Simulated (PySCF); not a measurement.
# C2H9BN2: NMR shifts at several levels of theory

Aim: compute the NMR shifts of C2H9BN2 (`CNBNC`) at several levels, and see how far they spread and what each costs.

Computed with PySCF 2.14.0, with density-fitted response routines of our own, on a single molecule in the gas phase. Atoms count from 0, in the outputs and in this text.

## (1) The molecule as given

14 atoms, charge 0, multiplicity 1; geometry from: GFN2-xTB.

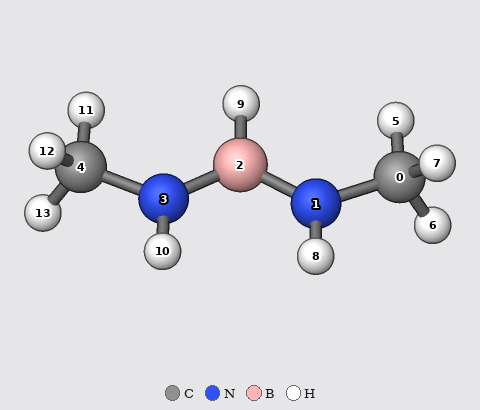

The starting geometry (carbon grey, nitrogen blue, boron pink, hydrogen white), atoms numbered.

## (2) Geometry optimisation at PBE0-D3(BJ)/def2-SVP

The job: settings as JSON, then the geometry in Å.

```
{"job": {"xc": "PBE0", "basis": "def2-SVP", "d3": "d3bj", "grid": 1, "kind": "geom"}, "charge": 0, "multiplicity": 1}
C      2.507550     0.341620    -0.321140
N      1.239370    -0.252810     0.015730
B     -0.031620     0.321680    -0.133610
N     -1.176100    -0.393640     0.249070
C     -2.545410     0.045230     0.162680
H      2.336200     1.335510    -0.728490
H      3.038990    -0.250890    -1.075010
H      3.155500     0.429730     0.558760
H      1.335850    -1.182170     0.397130
H     -0.137580     1.401100    -0.578320
H     -1.090520    -1.324420     0.629620
H     -2.569840     1.051600    -0.249320
H     -3.021040     0.067450     1.150150
H     -3.137550    -0.613170    -0.483620
```

The program printed:

```text
step   0  E = -215.63643238  max force = 0.018464
step   1  E = -215.63802140  max force = 0.006177
step   2  E = -215.63818731  max force = 0.005520
step   3  E = -215.63849548  max force = 0.001813
step   4  E = -215.63850713  max force = 0.001481
step   5  E = -215.63853829  max force = 0.000207
step   6  E = -215.63853815  max force = 0.000162
optimisation converged
```

Run time: 17 s. Hardware: 4 threads of Arm Neoverse V1, shared host.

The steps of the relaxation:

```csv
step,energy from step 0 (eV),largest force component (eV/Å)
0,0.0000,0.9495
1,-0.0432,0.3176
2,-0.0478,0.2838
3,-0.0561,0.0932
4,-0.0565,0.0762
5,-0.0573,0.0106
6,-0.0573,0.0083
```

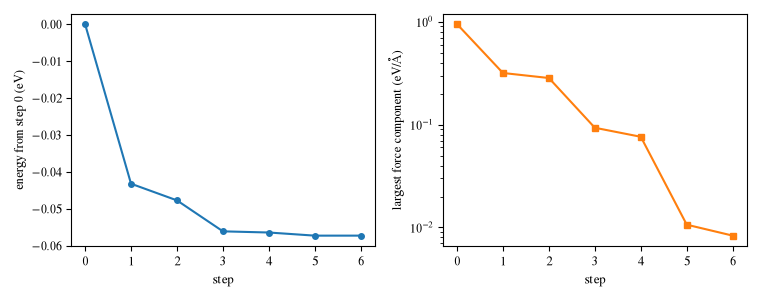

Energy and largest force along the relaxation.

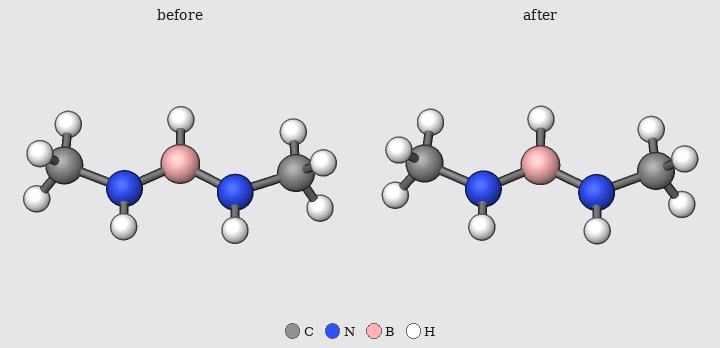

The geometry before (left) and after (right).

Distances of close pairs at the start and the end, largest changes first:

```
  bond  before (Å)  after (Å)  change (Å)
 B2–H9       1.172      1.214      +0.042
C4–H11       1.088      1.099      +0.011
 C0–H5       1.088      1.099      +0.011
 N1–B2       1.403      1.413      +0.011
 B2–N3       1.403      1.413      +0.011
C4–H12       1.096      1.106      +0.009
 C0–H7       1.096      1.106      +0.009
C4–H13       1.096      1.106      +0.009
```

The final coordinates are the input of the step that follows.

```csv
at the end point,value
point group (found at 0.08 Å tolerance),C2v
"rotational constants (GHz, main isotopes)","26.152, 1.975, 1.880"
dipole moment (D),1.58
```

## (3) Shielding tensors: PBE0/pcSseg-2

The job: settings as JSON, then the geometry in Å.

```
{"job": {"kind": "nmr", "xc": "PBE0", "basis": "pcSseg-2", "pop": false}, "charge": 0, "multiplicity": 1}
C      2.502769     0.355237    -0.325194
N      1.269865    -0.292913     0.026168
B     -0.025663     0.255505    -0.110362
N     -1.198141    -0.439774     0.263252
C     -2.542960     0.054698     0.160173
H      2.286040     1.354653    -0.727852
H      3.068985    -0.195129    -1.099122
H      3.176601     0.489478     0.541162
H      1.384860    -1.224532     0.408093
H     -0.136381     1.374628    -0.568190
H     -1.128209    -1.374735     0.647876
H     -2.525574     1.069741    -0.261001
H     -3.051944     0.114635     1.139964
H     -3.176447    -0.564673    -0.501338
```

Level: GIAO PBE0/pcSseg-2 NMR shielding, non-relativistic, gas phase.

The program printed:

```text
coarse grid: 10968 points
cycle   1  E = -215.8137255822  dE =  3.341e-01  |g| = 4.443e-01  |ddm| = 2.320e+00
cycle   2  E = -215.7990160469  dE =  1.471e-02  |g| = 5.283e-01  |ddm| = 7.030e-01
cycle   3  E = -215.8628862810  dE = -6.387e-02  |g| = 5.796e-02  |ddm| = 3.650e-01
cycle   4  E = -215.8634750671  dE = -5.888e-04  |g| = 2.256e-02  |ddm| = 4.233e-02
cycle   5  E = -215.8635891420  dE = -1.141e-04  |g| = 3.028e-03  |ddm| = 1.670e-02
cycle   6  E = -215.8635908605  dE = -1.718e-06  |g| = 8.230e-04  |ddm| = 1.801e-03
final grid: 103960 points
cycle   7  E = -215.8697269778  dE = -9.390e-05  |g| = 8.631e-03  |ddm| = 3.662e-02
cycle   8  E = -215.8697187907  dE =  8.187e-06  |g| = 1.063e-02  |ddm| = 1.092e-02
cycle   9  E = -215.8697443684  dE = -2.558e-05  |g| = 8.113e-04  |ddm| = 6.006e-03
cycle  10  E = -215.8697444935  dE = -1.251e-07  |g| = 2.749e-04  |ddm| = 5.699e-04
cycle  11  E = -215.8697445082  dE = -1.475e-08  |g| = 5.407e-05  |ddm| = 1.500e-04
cycle  12  E = -215.8697445088  dE = -6.356e-10  |g| = 1.326e-05  |ddm| = 5.129e-05
converged SCF energy = -215.8697445088

GIAO shielding tensors (ppm)
atom      isotropic    diamagn.    paramagn.     s11        s22        s33       span
  0 C      148.813     235.754     -86.941    127.699    133.039    185.700     58.002
  1 N      188.875     323.247    -134.372    120.787    207.088    238.749    117.961
  2 B       71.700     197.836    -126.136     43.198     79.093     92.808     49.610
  3 N      188.863     323.245    -134.381    120.767    207.100    238.723    117.956
  4 C      148.813     235.756     -86.943    127.689    133.052    185.699     58.009
  5 H       28.406      28.530      -0.124     24.975     27.553     32.690      7.714
  6 H       28.550      27.248       1.302     23.829     26.645     35.175     11.346
  7 H       28.548      27.273       1.275     23.824     26.647     35.173     11.349
  8 H       29.510      35.266      -5.757     22.263     30.433     35.834     13.571
  9 H       27.074      32.480      -5.406     25.422     26.493     29.307      3.885
 10 H       29.511      35.268      -5.758     22.262     30.436     35.834     13.573
 11 H       28.406      28.530      -0.124     24.976     27.552     32.690      7.714
 12 H       28.549      27.271       1.278     23.825     26.650     35.172     11.347
 13 H       28.549      27.250       1.299     23.828     26.643     35.176     11.348
```

Wall time 27 s (4 threads of Arm Neoverse V1, shared host).

The references, computed at this level on geometries of the same kind, shield at (ppm): 1H TMS 31.25, 13C TMS 184.1, 15N NH3 261.7, 11B BF3·OEt2 99.1. Their shielding less the atom's gives the shift. The references are single molecules in the gas phase, so shifts against H2O, NH3, PH3, H3PO4 or CFCl3 are not on the usual liquid scales and can be off by tens of ppm. Atoms listed in one row are averaged.

| atoms | environment | σ (ppm) | δ (ppm) |
| --- | --- | --- | --- |
| C0, C4 | methyl carbon bonded to N | 148.8 | 35.3 |
| H9 | hydrogen on a boron bonded to 2 N | 27.07 | 4.17 |
| H5, H6, H7, H11, H12, H13 | hydrogen on a methyl carbon bonded to N | 28.50 | 2.74 |
| H8, H10 | hydrogen on a nitrogen bonded to C, B | 29.51 | 1.73 |
| N1, N3 | nitrogen bonded to C, B, H | 188.9 | 72.8 |
| B2 | boron bonded to 2 N, H | 71.7 | 27.4 |

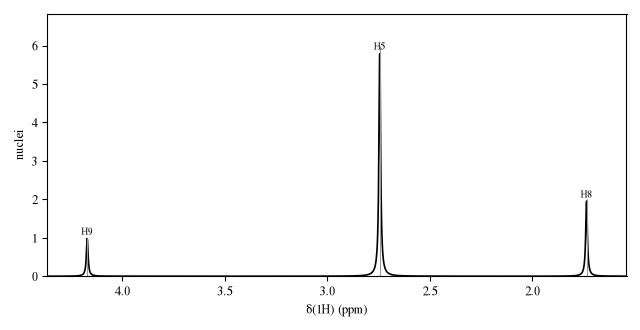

1H lines at the computed shifts, without couplings. Lines are broadened to a width of 0.01 ppm (Lorentzian).

## (4) Shielding tensors: PBE/pcSseg-2

Settings changed since step 3:

```diff
@@ -1,2 +1,2 @@
-{"job": {"kind": "nmr", "xc": "PBE0", "basis": "pcSseg-2", "pop": false}, "charge": 0, "multiplicity": 1}
+{"job": {"kind": "nmr", "xc": "PBE", "basis": "pcSseg-2", "pop": false}, "charge": 0, "multiplicity": 1}
 C      2.502769     0.355237    -0.325194
```

Method: GIAO PBE/pcSseg-2 NMR shielding, non-relativistic, gas phase.

The program printed:

```text
coarse grid: 10968 points
cycle   1  E = -215.7318387424  dE =  2.422e-01  |g| = 6.203e-01  |ddm| = 2.333e+00
cycle   2  E = -215.5690732430  dE =  1.628e-01  |g| = 1.032e+00  |ddm| = 1.275e+00
cycle   3  E = -215.8296406024  dE = -2.606e-01  |g| = 1.176e-01  |ddm| = 8.646e-01
cycle   4  E = -215.8323472817  dE = -2.707e-03  |g| = 4.154e-02  |ddm| = 8.821e-02
cycle   5  E = -215.8327226155  dE = -3.753e-04  |g| = 7.422e-03  |ddm| = 2.867e-02
cycle   6  E = -215.8327330383  dE = -1.042e-05  |g| = 2.393e-03  |ddm| = 4.791e-03
cycle   7  E = -215.8327345009  dE = -1.463e-06  |g| = 4.129e-04  |ddm| = 2.221e-03
final grid: 103960 points
cycle   8  E = -215.8432876437  dE = -1.396e-04  |g| = 1.364e-02  |ddm| = 5.093e-02
cycle   9  E = -215.8432104239  dE =  7.722e-05  |g| = 2.272e-02  |ddm| = 2.215e-02
cycle  10  E = -215.8433299569  dE = -1.195e-04  |g| = 2.161e-03  |ddm| = 1.408e-02
cycle  11  E = -215.8433309540  dE = -9.971e-07  |g| = 4.249e-04  |ddm| = 1.420e-03
cycle  12  E = -215.8433309913  dE = -3.731e-08  |g| = 1.116e-04  |ddm| = 2.599e-04
cycle  13  E = -215.8433309940  dE = -2.654e-09  |g| = 3.846e-05  |ddm| = 1.184e-04
cycle  14  E = -215.8433309944  dE = -3.748e-10  |g| = 7.946e-06  |ddm| = 3.700e-05
converged SCF energy = -215.8433309944

GIAO shielding tensors (ppm)
atom      isotropic    diamagn.    paramagn.     s11        s22        s33       span
  0 C      142.900     236.492     -93.592    120.104    126.326    182.270     62.166
  1 N      179.787     321.260    -141.473    112.798    197.566    228.996    116.198
  2 B       68.099     197.956    -129.857     39.141     76.877     88.279     49.138
  3 N      179.775     321.258    -141.483    112.778    197.577    228.969    116.191
  4 C      142.901     236.494     -93.594    120.095    126.339    182.268     62.173
  5 H       28.267      28.602      -0.335     25.098     27.405     32.298      7.201
  6 H       28.359      27.382       0.977     23.706     26.501     34.871     11.164
  7 H       28.357      27.407       0.950     23.701     26.501     34.869     11.169
  8 H       29.352      35.059      -5.707     22.526     30.429     35.101     12.576
  9 H       26.942      32.560      -5.618     25.602     26.020     29.204      3.603
 10 H       29.353      35.061      -5.708     22.524     30.432     35.102     12.577
 11 H       28.267      28.603      -0.336     25.098     27.404     32.299      7.201
 12 H       28.358      27.405       0.953     23.702     26.504     34.867     11.165
 13 H       28.358      27.384       0.975     23.705     26.498     34.872     11.167
```

Run time: 24 s. Hardware: 4 threads of Arm Neoverse V1, shared host.

Key values: δ C0 36.5, N1 81.3, B2 24.6, H9 4.24, H5 2.85 ppm (means over like atoms).

## (5) NMR shieldings: wB97X-D/pcSseg-2

Settings changed since step 4:

```diff
@@ -1,2 +1,2 @@
-{"job": {"kind": "nmr", "xc": "PBE", "basis": "pcSseg-2", "pop": false}, "charge": 0, "multiplicity": 1}
+{"job": {"kind": "nmr", "xc": "wB97X-D", "basis": "pcSseg-2", "pop": false}, "charge": 0, "multiplicity": 1}
 C      2.502769     0.355237    -0.325194
```

Method: GIAO wB97X-D/pcSseg-2 NMR shielding, non-relativistic, gas phase.

The program printed:

```text
coarse grid: 10968 points
cycle   1  E = -216.0191411731  dE =  4.746e-01  |g| = 4.014e-01  |ddm| = 2.310e+00
cycle   2  E = -216.0349068983  dE = -1.577e-02  |g| = 3.491e-01  |ddm| = 4.465e-01
cycle   3  E = -216.0587682283  dE = -2.386e-02  |g| = 3.925e-02  |ddm| = 1.775e-01
cycle   4  E = -216.0591409378  dE = -3.727e-04  |g| = 1.428e-02  |ddm| = 3.464e-02
cycle   5  E = -216.0591900925  dE = -4.915e-05  |g| = 2.027e-03  |ddm| = 1.316e-02
cycle   6  E = -216.0591917401  dE = -1.648e-06  |g| = 4.122e-04  |ddm| = 2.929e-03
final grid: 103960 points
cycle   7  E = -216.0681868296  dE = -2.636e-04  |g| = 9.121e-03  |ddm| = 4.951e-02
cycle   8  E = -216.0681904033  dE = -3.574e-06  |g| = 8.562e-03  |ddm| = 1.027e-02
cycle   9  E = -216.0682046858  dE = -1.428e-05  |g| = 5.786e-04  |ddm| = 4.111e-03
cycle  10  E = -216.0682047420  dE = -5.611e-08  |g| = 3.613e-04  |ddm| = 6.430e-04
cycle  11  E = -216.0682047706  dE = -2.859e-08  |g| = 4.122e-05  |ddm| = 2.165e-04
cycle  12  E = -216.0682047712  dE = -6.048e-10  |g| = 1.157e-05  |ddm| = 5.865e-05
converged SCF energy = -216.0682047712

GIAO shielding tensors (ppm)
atom      isotropic    diamagn.    paramagn.     s11        s22        s33       span
  0 C      149.169     234.858     -85.689    128.957    133.157    185.394     56.437
  1 N      191.864     323.040    -131.176    124.768    208.883    241.942    117.175
  2 B       72.121     197.177    -125.055     43.355     79.547     93.461     50.106
  3 N      191.846     323.037    -131.191    124.733    208.892    241.912    117.180
  4 C      149.172     234.850     -85.678    128.949    133.177    185.389     56.441
  5 H       28.545      28.506       0.039     25.049     27.704     32.883      7.833
  6 H       28.706      27.314       1.392     24.024     26.805     35.288     11.263
  7 H       28.705      27.339       1.366     24.021     26.809     35.286     11.265
  8 H       29.673      35.503      -5.830     22.379     30.542     36.097     13.718
  9 H       27.214      32.410      -5.196     25.499     26.697     29.447      3.948
 10 H       29.673      35.501      -5.828     22.378     30.545     36.097     13.719
 11 H       28.546      28.503       0.044     25.050     27.703     32.885      7.835
 12 H       28.706      27.337       1.369     24.022     26.811     35.284     11.262
 13 H       28.705      27.320       1.384     24.023     26.802     35.288     11.264
```

Wall time 33 s (4 threads of Arm Neoverse V1, shared host).

In short: δ C0 35.2, N1 68.2, B2 27.8, H9 4.14, H5 2.70 ppm (means over like atoms).

## (6) NMR shieldings: KT2/pcSseg-2

Settings changed since step 5:

```diff
@@ -1,2 +1,2 @@
-{"job": {"kind": "nmr", "xc": "wB97X-D", "basis": "pcSseg-2", "pop": false}, "charge": 0, "multiplicity": 1}
+{"job": {"kind": "nmr", "xc": "KT2", "basis": "pcSseg-2", "pop": false}, "charge": 0, "multiplicity": 1}
 C      2.502769     0.355237    -0.325194
```

Level: GIAO KT2/pcSseg-2 NMR shielding, non-relativistic, gas phase.

The program printed:

```text
coarse grid: 10968 points
cycle   1  E = -219.6653180753  dE =  2.681e-01  |g| = 5.913e-01  |ddm| = 2.288e+00
cycle   2  E = -219.5306829605  dE =  1.346e-01  |g| = 9.551e-01  |ddm| = 1.164e+00
cycle   3  E = -219.7548939600  dE = -2.242e-01  |g| = 1.014e-01  |ddm| = 7.751e-01
cycle   4  E = -219.7570040146  dE = -2.110e-03  |g| = 3.601e-02  |ddm| = 8.237e-02
cycle   5  E = -219.7572992664  dE = -2.953e-04  |g| = 6.090e-03  |ddm| = 2.706e-02
cycle   6  E = -219.7573075213  dE = -8.255e-06  |g| = 1.319e-03  |ddm| = 4.208e-03
final grid: 103960 points
cycle   7  E = -219.7724790417  dE = -3.591e-04  |g| = 7.223e-03  |ddm| = 1.467e-01
cycle   8  E = -219.7724681512  dE =  1.089e-05  |g| = 9.286e-03  |ddm| = 1.303e-02
cycle   9  E = -219.7724904983  dE = -2.235e-05  |g| = 1.499e-03  |ddm| = 7.936e-03
cycle  10  E = -219.7724908600  dE = -3.617e-07  |g| = 7.144e-04  |ddm| = 1.141e-03
cycle  11  E = -219.7724909781  dE = -1.181e-07  |g| = 1.229e-04  |ddm| = 5.101e-04
cycle  12  E = -219.7724909810  dE = -2.978e-09  |g| = 5.394e-05  |ddm| = 1.040e-04
cycle  13  E = -219.7724909817  dE = -6.337e-10  |g| = 1.143e-05  |ddm| = 3.478e-05
converged SCF energy = -219.7724909817

GIAO shielding tensors (ppm)
atom      isotropic    diamagn.    paramagn.     s11        s22        s33       span
  0 C      146.256     234.680     -88.424    123.405    130.298    185.065     61.661
  1 N      184.478     319.258    -134.780    120.739    200.268    232.428    111.689
  2 B       75.247     197.597    -122.350     48.467     85.596     91.677     43.211
  3 N      184.466     319.256    -134.789    120.720    200.278    232.400    111.680
  4 C      146.256     234.682     -88.425    123.396    130.311    185.062     61.667
  5 H       28.279      28.797      -0.518     25.126     27.341     32.369      7.243
  6 H       28.349      26.979       1.370     23.618     26.475     34.953     11.335
  7 H       28.346      27.008       1.338     23.612     26.476     34.951     11.340
  8 H       29.375      34.948      -5.573     22.475     30.337     35.313     12.838
  9 H       27.047      31.879      -4.832     25.656     26.388     29.097      3.440
 10 H       29.376      34.950      -5.574     22.473     30.340     35.313     12.840
 11 H       28.278      28.797      -0.519     25.126     27.340     32.369      7.243
 12 H       28.347      27.006       1.341     23.613     26.479     34.949     11.336
 13 H       28.348      26.981       1.367     23.617     26.472     34.954     11.338
```

Wall time 23 s (4 threads of Arm Neoverse V1, shared host).

This run: δ C0 36.0, N1 75.6, B2 23.0, H9 4.13, H5 2.85 ppm (means over like atoms).

## (7) Nuclear shieldings: HF/pcSseg-2

Settings changed since step 6:

```diff
@@ -1,2 +1,2 @@
-{"job": {"kind": "nmr", "xc": "KT2", "basis": "pcSseg-2", "pop": false}, "charge": 0, "multiplicity": 1}
+{"job": {"kind": "nmr", "xc": "HF", "basis": "pcSseg-2", "pop": false}, "charge": 0, "multiplicity": 1}
 C      2.502769     0.355237    -0.325194
```

With the program's defaults for keys left out, this is: GIAO HF/pcSseg-2 NMR shielding, non-relativistic, gas phase.

The program printed:

```text
final grid: 103960 points
cycle   1  E = -214.6440210786  dE =  7.415e-01  |g| = 4.143e-01  |ddm| = 2.334e+00
cycle   2  E = -214.6961091441  dE = -5.209e-02  |g| = 1.283e-01  |ddm| = 3.901e-01
cycle   3  E = -214.7005848891  dE = -4.476e-03  |g| = 5.070e-02  |ddm| = 1.270e-01
cycle   4  E = -214.7012894066  dE = -7.045e-04  |g| = 6.639e-03  |ddm| = 4.755e-02
cycle   5  E = -214.7013049455  dE = -1.554e-05  |g| = 2.294e-03  |ddm| = 7.985e-03
cycle   6  E = -214.7013066814  dE = -1.736e-06  |g| = 5.107e-04  |ddm| = 2.833e-03
cycle   7  E = -214.7013068019  dE = -1.205e-07  |g| = 1.381e-04  |ddm| = 7.965e-04
cycle   8  E = -214.7013068137  dE = -1.185e-08  |g| = 3.303e-05  |ddm| = 2.685e-04
cycle   9  E = -214.7013068144  dE = -6.935e-10  |g| = 8.754e-06  |ddm| = 5.374e-05
converged SCF energy = -214.7013068144

GIAO shielding tensors (ppm)
atom      isotropic    diamagn.    paramagn.     s11        s22        s33       span
  0 C      159.177     230.193     -71.015    142.003    145.208    190.322     48.319
  1 N      207.756     326.360    -118.604    143.156    222.866    257.245    114.088
  2 B       83.001     195.139    -112.138     56.707     90.017    102.280     45.573
  3 N      207.742     326.359    -118.618    143.131    222.876    257.218    114.088
  4 C      159.178     230.194     -71.016    141.994    145.221    190.319     48.326
  5 H       28.966      28.332       0.635     25.124     28.052     33.723      8.599
  6 H       29.161      27.255       1.906     24.311     27.211     35.963     11.651
  7 H       29.161      27.277       1.884     24.307     27.215     35.961     11.654
  8 H       30.247      35.966      -5.719     22.182     30.952     37.607     15.425
  9 H       27.747      32.196      -4.449     25.447     27.955     29.838      4.390
 10 H       30.248      35.968      -5.720     22.181     30.956     37.608     15.427
 11 H       28.966      28.332       0.634     25.124     28.051     33.723      8.599
 12 H       29.161      27.276       1.885     24.307     27.216     35.959     11.652
 13 H       29.161      27.258       1.903     24.311     27.209     35.963     11.653
```

Run time: 14 s. Hardware: 4 threads of Arm Neoverse V1, shared host.

This run: δ C0 32.3, N1 53.0, B2 31.5, H9 3.94, H5 2.59 ppm (means over like atoms).

## (8) Side by side: NMR shifts

Shifts (ppm), means over like atoms, with basis size and wall time:

```csv
run,C0,H9,H5,H8,N1,B2,functions,time
PBE0/pcSseg-2,35.3,4.17,2.74,1.73,72.8,27.4,306,27 s
PBE/pcSseg-2,36.5,4.24,2.85,1.83,81.3,24.6,306,24 s
wB97X-D/pcSseg-2,35.2,4.14,2.70,1.68,68.2,27.8,306,33 s
KT2/pcSseg-2,36.0,4.13,2.85,1.80,75.6,23.0,306,23 s
HF/pcSseg-2,32.3,3.94,2.59,1.43,53.0,31.5,306,14 s
```

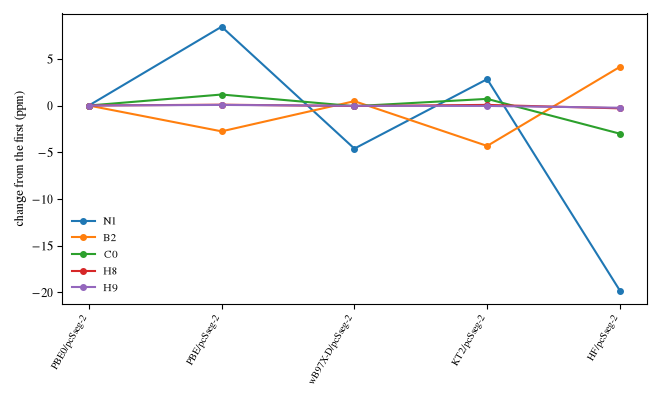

How five of the tabulated atoms move from run to run.

## (9) Outcome

| quantity | value |
| --- | --- |
| point group | C2v |
| rotational constants (main isotopes) | 26.15, 1.98, 1.88 GHz |
| 13C shifts against TMS (PBE0/pcSseg-2, means over atoms taken as alike) | 35.3 ppm |
| 1H shifts against TMS (PBE0/pcSseg-2, means over atoms taken as alike) | 4.17, 2.74, 1.73 ppm |
| 15N shifts against NH3 (PBE0/pcSseg-2, means over atoms taken as alike) | 72.8 ppm |
| 11B shifts against BF3·OEt2 (PBE0/pcSseg-2) | 27.4 ppm |
| range of the shift of N1 | 53.0 to 81.3 ppm |

What this shows: Single values in the summary come from the first run of each kind that ended normally (PBE0/pcSseg-2), which need not be the best level. Over 6 steps the energy fell by 0.057 eV; of the close pairs, B2–H9 changed most, 1.172 to 1.214 Å. At PBE0/pcSseg-2: The largest span, 118 ppm, is at N1, N3, where the paramagnetic term is -134 ppm. In ppm, N1 (with its like atoms) moves most: its shift spreads over 28.3 ppm, from 53.0 (HF/pcSseg-2) to 81.3 (PBE/pcSseg-2).
